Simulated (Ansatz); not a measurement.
## What a change does: single-point calculation on CH3BrGe

System: CH3BrGe, SMILES [CH3][Ge][Br].
Method of run A: RKS PBE0-D4/def2-TZVPP (Ansatz 0.2.0).

The geometry comes from this level: PBE0-D4/def2-TZVP. Text and figures count atoms from 1; the logs count them from 0 in places.

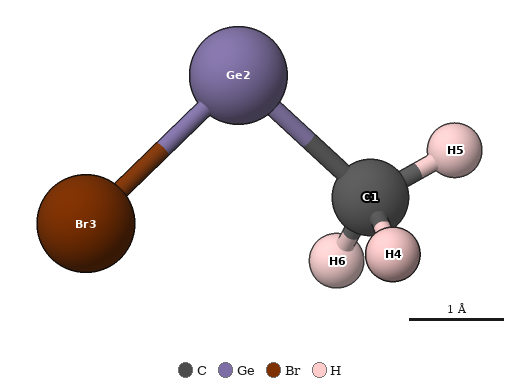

Fig. 1: The input geometry (ball-and-stick view, seen at a tilt; atoms are numbered from 1 in the order of the input). Sticks mark near contacts. Bond lengths as drawn: Br–Ge 2.36 Å, C–Ge 1.98 Å and C–H 1.09 Å.

The input, run A:
```yaml
crystal:
  periodic: [false, false, false]
  atoms:
    - {symbol: C, position_ang: [-0.427645, 0.399023, -0.270724]}
    - {symbol: Ge, position_ang: [0.170794, -0.356330, 1.464641]}
    - {symbol: Br, position_ang: [1.884391, -1.715078, 0.583775]}
    - {symbol: H, position_ang: [0.401590, 0.936157, -0.741181]}
    - {symbol: H, position_ang: [-1.269745, 1.080840, -0.133552]}
    - {symbol: H, position_ang: [-0.717286, -0.408611, -0.949159]}
basis:
  gaussian: {orbitals: def2-TZVPP}
hamiltonian: {xc: pbe0, dispersion: d4}
output: {orbitals: {seedname: orbitals}}
```

Hardware: 2 CPU threads, shared host.

Output (run A):
```
Functional definition: PBE0
  parameter a = 0.25
  parameter kappa = 0.804
  parameter beta = 0.06672455060314922
  exchange = (1 - a)*pbe_x(kappa = kappa, mu = beta*pi^2/3) + a*exact_x
  correlation = pbe_c(beta = beta)
1171 factors; their error is unknown
mean field evaluation 1: about -127628.0387 eV, gradient 5.4e1 eV
mean field evaluation 2: about -127622.1056 eV, gradient 6.7e1 eV
mean field evaluation 4: about -127634.4869 eV, gradient 2.7e0 eV
mean field evaluation 8: about -127634.5022 eV, gradient 3.5e-2 eV
mean field evaluation 16: about -127635.2057 eV, gradient 6.6e-5 eV
mean field -127635.20571176 eV, -4690.5072956574 hartree, gradient 6.6e-5 eV, S^2 0.000000; 0 other end points of the search recorded, 0 dependent functions left out
reference -127635.20573694 eV, -4690.5072965828 hartree; 38, 38 occupied and 131, 131 virtual orbitals, 1171 factors
Total energy: -127635.31646943 eV, -4690.5113659268 hartree
```

The input of run B differs as follows (lines with − go, lines with + come):
```diff
-  gaussian: {orbitals: def2-TZVPP}
+  gaussian: {orbitals: def2-SVP}
```

How does run B compare with run A?

The total energy of run B is 388.8 kcal/mol higher, which measures the change of basis and not a stability. The HOMO goes from −6.82 to −6.75 eV. The basis functions go from 169 to 93.

Output (run B):
```
Functional definition: PBE0
  parameter a = 0.25
  parameter kappa = 0.804
  parameter beta = 0.06672455060314922
  exchange = (1 - a)*pbe_x(kappa = kappa, mu = beta*pi^2/3) + a*exact_x
  correlation = pbe_c(beta = beta)
921 factors; integrals over basis functions are off by at most 1.2e-3 eV
mean field evaluation 1: about -127613.3235 eV, gradient 4.5e1 eV
mean field evaluation 2: about -127609.4406 eV, gradient 5.6e1 eV
mean field evaluation 4: about -127618.3031 eV, gradient 1.5e0 eV
mean field evaluation 8: about -127618.3456 eV, gradient 4.5e-2 eV
mean field -127618.34562675 eV, -4689.8876989617 hartree, gradient 5.7e-5 eV, S^2 0.000000; 0 other end points of the search recorded, 0 dependent functions left out
reference -127618.34564981 eV, -4689.8876998090 hartree; 38, 38 occupied and 55, 55 virtual orbitals, 921 factors
Total energy: -127618.45638230 eV, -4689.8917691530 hartree
```

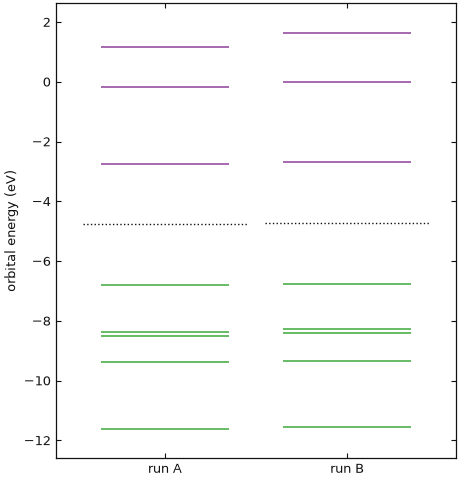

Fig. 2: The five highest filled and three lowest empty orbital energies of the two runs; the dotted lines part filled from empty levels. The HOMO–LUMO gap is 4.08 eV in run A and 4.05 eV in run B.

The two runs side by side:

```csv
quantity,run A,run B
outcome,converged,converged
total energy (hartree),−4690.511366,−4689.891769
HOMO (eV),−6.82,−6.75
LUMO (eV),−2.74,−2.70
basis functions,169,93
wall time (shared host),2.2 s,1.5 s
```
